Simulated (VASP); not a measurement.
Band structure of Pd2SrP2 (space group I4/mmm). Computed with PBEsol GGA, VASP's PBE PAW potentials (set 64) (plane waves; VASP).

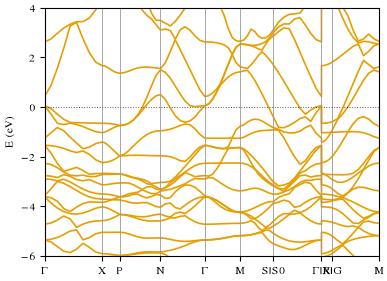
*Bands along high-symmetry lines, zero at the valence-band maximum or, without a gap, the Fermi level*

**Question.** Read the plot: is there a gap, and where are the band edges?

**Answer.** It has no gap at this level: it comes out as a metal or semimetal. (Edges off the drawn lines would not show.)

The structure comes from a computed database's Pd2SrP2 entry (I4/mmm); how it stands against other phases isn't given here. It was relaxed first.
